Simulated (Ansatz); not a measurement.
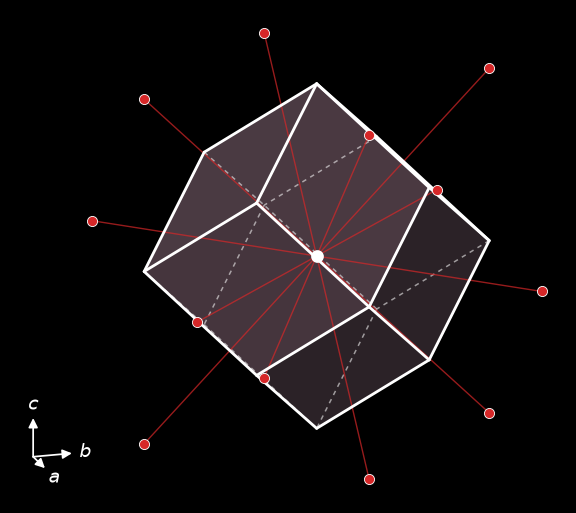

For Na7Bi, the geometry relaxed with Ansatz 0.2.0, DFT PBE, scalar-relativistic, plane waves, PAW; the starting structure was generated, so it need not be a known form of this composition: the Wigner–Seitz cell of the crystal's lattice, with lines to the lattice points that define its faces. Symmetry computed with spglib at a tolerance of 0.002 Å; standard conventional cell.

a = 10.163 Å, b = 10.163 Å, c = 10.163 Å, α = 90.00°, β = 90.00°, γ = 90.00°; lattice centring F.

### Which of Fedorov's five parallelohedra is it?

A rhombic dodecahedron: 12 faces (12 with 4 edges), 24 edges, 14 vertices. Its volume is that of the primitive cell, 262.4 Å³.

### Which lattice vectors do the faces bisect?

```json
{"example": "1/2 a + 1/2 b", "length (Å)": "7.19", "faces": "12", "edges of each": "4", "area (Å²)": "18.3"}
```
